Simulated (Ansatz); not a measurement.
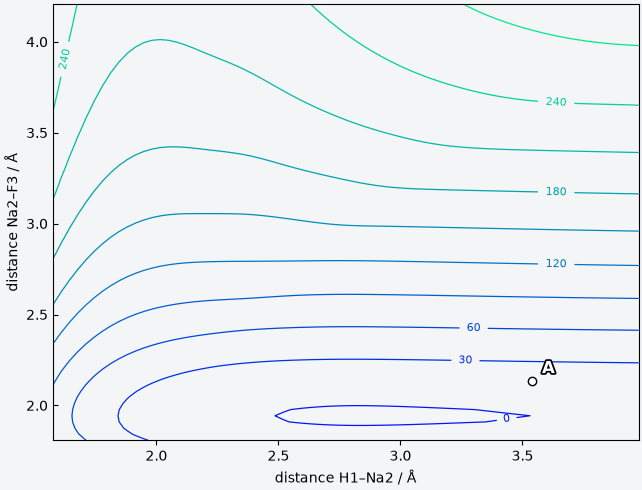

The system H + NaF, spin multiplicity 2. Coordinates scanned: (1) distance H1–Na2; (2) distance Na2–F3. Nothing is relaxed (the angle H1–Na2–F3 is fixed at 180 degrees). The scan uses a 15 × 15 grid. Energies: kJ/mol, counted from the lowest grid point. Level of theory: UKS PBE0-D4/def2-SVPD in Ansatz.

In the figure: contour lines labelled in kJ/mol, the point A. Between grid points the surface is interpolated.

Which way does the force act at A, and how strong is it?

Answer. A, at distance H1–Na2 = 3.540 Å, distance Na2–F3 = 2.132 Å, is not a stationary point. The computed force is 2.9 kJ/mol for each Å towards smaller values of distance H1–Na2 and 127 kJ/mol for each Å towards smaller values of distance Na2–F3.
